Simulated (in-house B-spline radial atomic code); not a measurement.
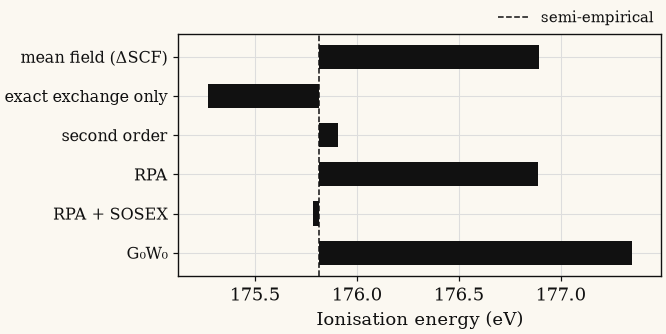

The ionisation energy of an atom or ion with the configuration [Ne] 3s by several methods. All-electron spherical atom, scalar X2C, PBE start, no spin-orbit coupling, Breit or QED terms; computed with a B-spline radial code. Differences of total energies, each species on its own start, beside the G₀W₀ level.

Q: Name the element and charge.

A: K⁸⁺. The values run from 175.27 eV (exact exchange only) to 177.35 eV (G₀W₀). The semi-empirical value is 175.82 eV; nearest to it come RPA + SOSEX (−0.03) and second order (+0.09), furthest G₀W₀ (+1.53 eV).
